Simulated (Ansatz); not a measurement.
Fields on a plane of FePt (CuAu type, space group P4/mmm)

```xyz
2
Lattice="2.7339 0.0000 0.0000 0.0000 2.7339 0.0000 0.0000 0.0000 3.7210" Properties=species:S:1:pos:R:3 pbc="T T T"
Fe     1.3669     1.3669     1.8605
Pt     0.0000     0.0000     0.0000
```

The slice is a (001) plane (indices of the conventional cell) through the point (0.000, 0.000, 0.000) (fractional), spanned by u = [100] and v = [010] in vectors of this cell: u (2.73 Å) and v (2.73 Å, at 90° to u). It covers one period; positions are fractions (u, v).

Atoms on it: Pt at (0.00, 0.00).

Level of theory: r2SCAN (plane waves to 500 eV, PAW, scalar-relativistic; Ansatz, a quantum-chemistry and plane-wave program). k mesh 17×17×13. Inside the PAW spheres the values are not all-electron values, and peaks at nuclei hang on which shells count as valence. FePt was relaxed with its symmetry unable to fall. Relaxed FePt ends ferromagnetic. Spin-orbit coupling is left out, though Pt is heavy. Other magnetic orders were not checked, so this need not be the ground state.

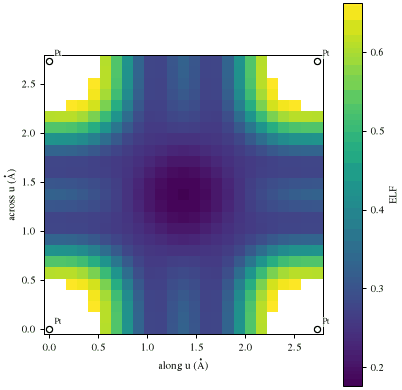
Electron localisation function (ELF), one period of the plane, atoms marked. Points within 0.5 Å of a nucleus are left white, as the pseudised field means little there.

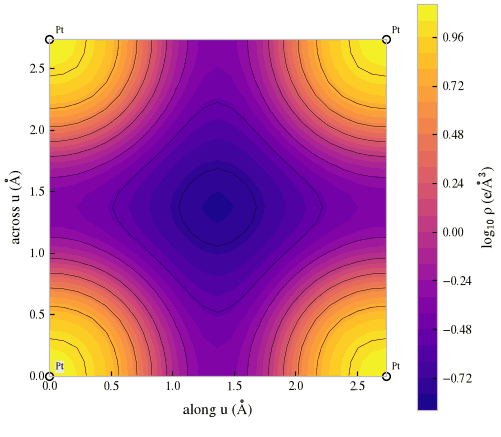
Figure: Log₁₀ of the valence density in e/Å³, one period of the plane, atoms marked. The scale is logarithmic, as a density can span decades between atoms and voids.

| Item | Value |
|---|---|
| Density on the Pt–Pt line (2.73 Å) at its midpoint | 0.42 e/Å³ |
| ELF at that point | 0.33 |
